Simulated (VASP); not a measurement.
Band structure of MgZnO$_{2}$ (space group P3m1). Method: PBEsol GGA with spin-orbit coupling, VASP's PBE PAW potentials (set 64) (plane waves; VASP 6.6.1).

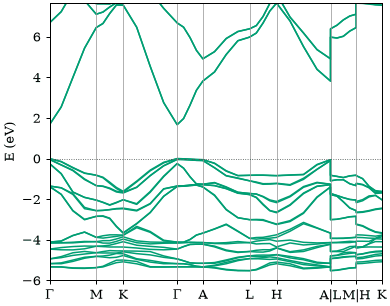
Figure. Bands along high-symmetry lines, zero at the valence-band maximum or, without a gap, the Fermi level

Q: Read the plot: is there a gap, and where are the band edges?

A: The gap is direct, 1.67 eV, from the valence maximum at Γ to the conduction minimum at Γ.

The structure comes from a computed database's MgZnO2 entry (P3m1); how it stands against other phases isn't given here. It was relaxed first.
